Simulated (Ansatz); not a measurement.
# One shape, several levels: doublet HBr+

Aim: a comparison of 6 runs (UB2PLYP/STO-3G, UPBE/STO-3G, USVWN5/STO-3G, RPA@PBE/STO-3G, UCCSD/STO-3G, UCCSD(T)/STO-3G) of doublet HBr+. 

Program for the calculation: Ansatz 0.2.0.

35 further runs of the same task are left out: 4 that didn't finish, 31 set aside as unsound or not needed.

## Step 1: The structure to begin with

The species is HBr+ (2 atoms), meant as a doublet with charge +1. SMILES of the parent species: `Br`. Geometry: relaxed at GFN2-xTB. That shape belongs to the parent species and isn't relaxed for this state.

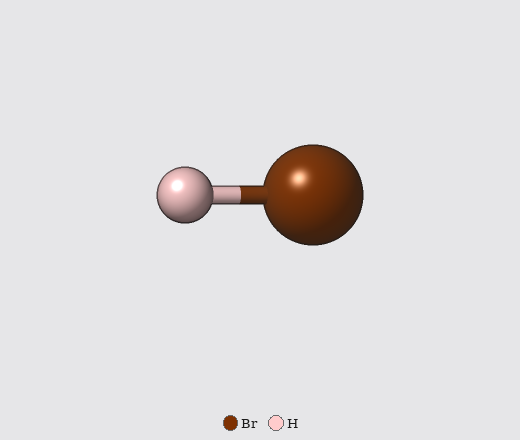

Viewed from a chosen angle; bromine brown, hydrogen pink.

## Step 2: A single-point energy at UB2PLYP/STO-3G (run 1)

File molecule.yaml:

```yaml
crystal:
  periodic: [false, false, false]
  atoms:
    - {symbol: Br, position_ang: [-0.594900, 0.214950, -0.300840]}
    - {symbol: H, position_ang: [0.594900, -0.214950, 0.300840]}
basis:
  gaussian:
    orbitals: STO-3G
correlation:
  frozen_orbitals: {Br: 9, H: 0}
magnetization:
  spin_polarized: true
  initial_magnetization: 1
accuracy: high
hamiltonian:
  xc: {name: B2PLYP}
total_charge: 1
```

Run with:

```
ansatz run molecule.yaml --threads 1 --pin off --max-ram 2610MiB --events-out events.jsonl --progress --plain --runs-dir runs
```

The log of the run:

```text
Warning: RAYON_NUM_THREADS=1 ignored (pool sized by the plan → 1); use --threads N
Functional definition: B2PLYP
  name "B2PLYP"
  parameter a = 0.53
  parameter c = 0.27
  exchange = (1 - a)*b88_x + a*exact_x
  correlation = (1 - c)*lyp_c + c*(mp2_os + mp2_ss)
211 factors; integrals over basis functions are off by at most 9.3e-9 eV
mean field evaluation 1: about -69277.2571 eV, gradient 4.4e0 eV
mean field evaluation 2: about -69277.2585 eV, gradient 4.5e0 eV
mean field evaluation 4: about -69277.4730 eV, gradient 1.3e-1 eV
mean field evaluation 8: about -69277.4733 eV, gradient 1.6e-4 eV
mean field evaluation 16: about -69277.4733 eV, gradient 8.6e-9 eV
mean field -69277.47334171 eV, -2545.9001873499 hartree, gradient 8.6e-9 eV, S^2 0.751186; 0 other end points of the search recorded, 0 dependent functions left out
9 core orbitals not correlated: weight in the atoms' cores, before any rotation towards them, 1.000 or more for the frozen orbitals, at most 0.000 for the correlated occupied ones
reference -69277.47335363 eV, -2545.9001877879 hartree; 9, 8 occupied and 1, 2 virtual orbitals, 211 factors
second order -0.41904215 eV of doubles, -0.00000000 eV of singles
Total energy: -69277.58649501 eV, -2545.9043456570 hartree
```

It took 1 s on 1 thread of Arm Neoverse V1, shared host; peak memory 0.1 GiB.

## Step 3: A single-point energy at UPBE/STO-3G (run 2)

File run.yaml:

```yaml
crystal:
  periodic: [false, false, false]
  atoms:
    - {symbol: Br, position_ang: [-0.594900, 0.214950, -0.300840]}
    - {symbol: H, position_ang: [0.594900, -0.214950, 0.300840]}
basis:
  gaussian: {orbitals: STO-3G}
total_charge: 1
magnetization: {spin_polarized: true, initial_magnetization: 1}
hamiltonian: {xc: {name: PBE}}
accuracy: high
```

Run with:

```
ansatz run run.yaml --threads 1 --pin off --max-ram 2610MiB --events-out events.jsonl --progress --plain --runs-dir runs
```

The log of the run:

```text
Warning: RAYON_NUM_THREADS=1 ignored (pool sized by the plan → 1); use --threads N
Functional definition: PBE
  name "PBE"
  parameter kappa = 0.804
  parameter beta = 0.06672455060314922
  exchange = pbe_x(kappa = kappa, mu = beta*pi^2/3)
  correlation = pbe_c(beta = beta)
211 factors; integrals over basis functions are off by at most 9.3e-9 eV
mean field evaluation 1: about -69274.0121 eV, gradient 3.5e0 eV
mean field evaluation 2: about -69274.0676 eV, gradient 2.7e0 eV
mean field evaluation 4: about -69274.1415 eV, gradient 7.1e-2 eV
mean field evaluation 8: about -69274.1306 eV, gradient 1.2e-3 eV
mean field evaluation 16: about -69274.0121 eV, gradient 3.5e0 eV
mean field evaluation 32: about -69274.1306 eV, gradient 1.7e-8 eV
mean field -69274.13058078 eV, -2545.7773431513 hartree, gradient 1.8e-8 eV, S^2 0.750606; 1 other end points of the search recorded, 0 dependent functions left out
reference -69274.13058195 eV, -2545.7773431946 hartree; 18, 17 occupied and 1, 2 virtual orbitals, 211 factors
Total energy: -69274.13058195 eV, -2545.7773431946 hartree
```

Run time: 1.6 s. Hardware: 1 thread of Arm Neoverse V1, shared host; peak memory 0.096 GiB.

## Step 4: The energy at USVWN5/STO-3G (run 3)

File run.yaml:

```yaml
basis:
  gaussian: {orbitals: STO-3G}
crystal:
  periodic: [false, false, false]
  atoms:
    - symbol: Br
      position_ang: [-0.594900, 0.214950, -0.300840]
    - symbol: H
      position_ang: [0.594900, -0.214950, 0.300840]
total_charge: 1
hamiltonian: {xc: {name: SVWN5}}
magnetization: {spin_polarized: true, initial_magnetization: 1}
accuracy: high
```

Run with:

```
ansatz run run.yaml --threads 1 --pin off --max-ram 2610MiB --events-out events.jsonl --progress --plain --runs-dir runs
```

The log of the run:

```text
Warning: RAYON_NUM_THREADS=1 ignored (pool sized by the plan → 1); use --threads N
Functional definition: SVWN5
  name "SVWN5"
  exchange = slater_x
  correlation = vwn5_c
211 factors; integrals over basis functions are off by at most 9.3e-9 eV
mean field evaluation 1: about -69183.0636 eV, gradient 3.8e0 eV
mean field evaluation 2: about -69183.1281 eV, gradient 3.0e0 eV
mean field evaluation 4: about -69183.2176 eV, gradient 5.9e-2 eV
mean field evaluation 8: about -69183.2090 eV, gradient 3.5e-2 eV
mean field evaluation 16: about -69183.0636 eV, gradient 3.8e0 eV
mean field evaluation 32: about -69183.2090 eV, gradient 5.9e-2 eV
mean field -69183.20904537 eV, -2542.4360383538 hartree, gradient 6.0e-9 eV, S^2 0.750441; 1 other end points of the search recorded, 0 dependent functions left out
reference -69183.20904649 eV, -2542.4360383953 hartree; 18, 17 occupied and 1, 2 virtual orbitals, 211 factors
Total energy: -69183.20904649 eV, -2542.4360383953 hartree
```

It took 1 s on 1 thread of Arm Neoverse V1, shared host.

Runs 4 to 5 aren't shown in full; the table further down has their settings and results.

## Step 5: The energy at UCCSD(T)/STO-3G (run 6)

File molecule.yaml:

```yaml
crystal:
  periodic: [false, false, false]
  atoms:
    - {symbol: Br, position_ang: [-0.594900, 0.214950, -0.300840]}
    - {symbol: H, position_ang: [0.594900, -0.214950, 0.300840]}
basis:
  gaussian:
    orbitals: STO-3G
total_charge: 1
magnetization:
  spin_polarized: true
  initial_magnetization: 1
correlation:
  method: ccsd_t
  frozen_orbitals: {Br: 9, H: 0}
accuracy: high
scf:
  omitted_lower_state_checks: [cluster_reference, increment]
```

Run with:

```
ansatz run molecule.yaml --threads 1 --pin off --max-ram 2610MiB --events-out events.jsonl --progress --plain --runs-dir runs
```

The log of the run:

```text
Warning: RAYON_NUM_THREADS=1 ignored (pool sized by the plan → 1); use --threads N
Functional definition: HF
  name "HF"
  exchange = exact_x
  correlation = 0
these checks for a lower state are left out or cut short: cluster_reference, increment
211 factors; integrals over basis functions are off by at most 9.3e-9 eV
mean field evaluation 1: about -69250.0790 eV, gradient 5.0e0 eV
mean field evaluation 2: about -69250.0897 eV, gradient 5.0e0 eV
mean field evaluation 4: about -69250.3588 eV, gradient 2.2e-1 eV
mean field evaluation 8: about -69250.3598 eV, gradient 4.1e-6 eV
mean field evaluation 16: about -69250.3598 eV, gradient 9.0e-9 eV
mean field -69250.35980384 eV, -2544.9037832115 hartree, gradient 9.0e-9 eV, S^2 0.752629; 2 other end points of the search recorded, 0 dependent functions left out
9 core orbitals not correlated: weight in the atoms' cores, before any rotation towards them, 1.000 or more for the frozen orbitals, at most 0.000 for the correlated occupied ones
reference -69250.35980384 eV, -2544.9037832115 hartree; 9, 8 occupied and 1, 2 virtual orbitals, 211 factors
second order -0.32412976 eV of doubles, -0.00000000 eV of singles
cycle   1  -0.42624832 eV  change   -1.0e-1 eV  update   2.8e-2
cycle   2  -0.48982188 eV  change   -6.4e-2 eV  update   1.2e-2
cycle   3  -0.49069744 eV  change   -8.8e-4 eV  update   2.6e-3
cycle   4  -0.49184147 eV  change   -1.1e-3 eV  update   8.6e-4
cycle   5  -0.49181143 eV  change    3.0e-5 eV  update   1.5e-4
cycle   6  -0.49182938 eV  change   -1.8e-5 eV  update   3.3e-5
cycle   7  -0.49184235 eV  change   -1.3e-5 eV  update   6.9e-6
cycle   8  -0.49183557 eV  change    6.8e-6 eV  update   1.8e-6
cycle   9  -0.49183632 eV  change   -7.5e-7 eV  update   4.4e-7
cycle  10  -0.49183670 eV  change   -3.8e-7 eV  update   8.8e-8
cycle  11  -0.49183667 eV  change    3.5e-8 eV  update   1.3e-8
cycle  12  -0.49183667 eV  change   -5.1e-9 eV  update   6.1e-9
cycle  13  -0.49183663 eV  change    3.5e-8 eV  update   1.1e-8
cycle  14  -0.49183662 eV  change    1.9e-8 eV  update   4.2e-9
cycle  15  -0.49183662 eV  change   2.5e-10 eV  update  4.2e-10
perturbative correction -0.00001311 eV, -0.0000004818 hartree
Total energy: -69250.85165357 eV, -2544.9218583554 hartree
Checks for a lower state left out: cluster_reference, increment
```

Run time: 0.2 s. Hardware: 1 thread of Arm Neoverse V1, shared host.

## Step 6: All runs side by side

| run | level | frozen core orbitals | energy (Eh) | ⟨S²⟩ | wall time |
| --- | --- | --- | --- | --- | --- |
| 1 | UB2PLYP/STO-3G | 9 | -2545.904346 | 0.751 | 1 s |
| 2 | UPBE/STO-3G | – | -2545.777343 | 0.751 | 1.6 s |
| 3 | USVWN5/STO-3G | – | -2542.436038 | 0.750 | 1 s |
| 4 | RPA@PBE/STO-3G | 9 | -2544.951644 | 0.751 | 1.5 s |
| 5 | UCCSD/STO-3G | 9 | -2544.921858 | 0.753 | 0.2 s |
| 6 | UCCSD(T)/STO-3G | 9 | -2544.921858 | 0.753 | 0.2 s |

## Step 7: What came out

```
                                          quantity           value
                               run 6: total energy  -2544.92186 Eh
run 6: correlation energy (9 core orbitals frozen)       -18.1 mEh
                             run 6: (T) correction        0.00 mEh
          run 6: ⟨S²⟩ of the reference determinant           0.753
                              run 6: T1 diagnostic           0.003
```

In words: Totals of different functionals can't be ranked against each other. In runs 1, 2, 3, 4, 5, 6 the basis is minimal, so the values are rough. All runs together took 5.6 s, the longest 1.6 s.
